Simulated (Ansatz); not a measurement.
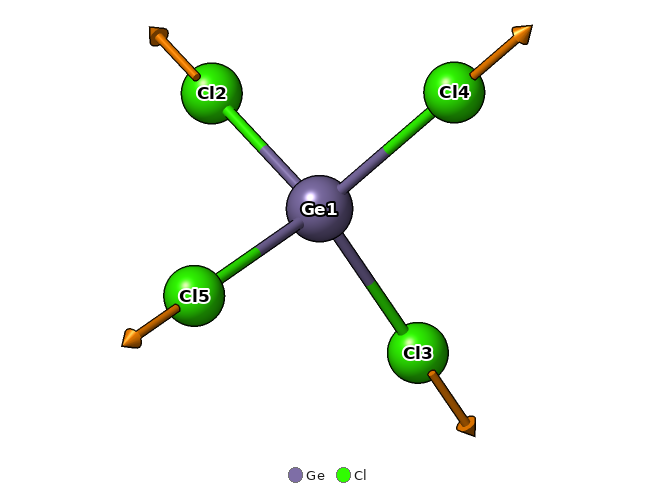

The arrows show one normal mode. Harmonic vibrations computed with RKS PBE0-D4/def2-TZVP (Ansatz 0.2.0) at a stationary point of the same level.

> What kind of motion is it?

Mostly in-phase stretching of 4 Ge–Cl bonds.

> At what wavenumber does it lie?

398 cm⁻¹; it is mode 6 of 9 counted from the lowest.
